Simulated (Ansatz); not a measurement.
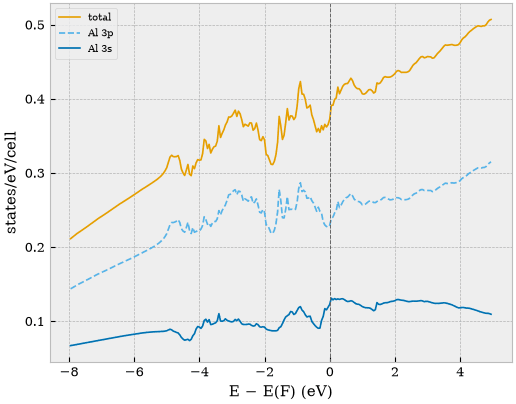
Total and projected density of states of Al (fcc (Cu type), Fm-3m), LDA (plane waves, PAW; program Ansatz)

### Question
Which orbitals carry the states next to the Fermi level?

### Answer
Within 0.5 eV of the Fermi level: Al 3p 64 %, Al 3s 30 %, outside the projected shells 5 %. Projections are on Löwdin-orthogonalised atomic valence shells; empty p or d shells of many metals are not among them.

### Question
Where is the tallest occupied peak in this window, and what makes it?

### Answer
Near -0.9 eV, about 0.42 states/eV per cell; the largest projected share is Al 3p.

The LDA relaxation kept the symmetry of its start.

Potentials: the later of the program's two PAW sets.
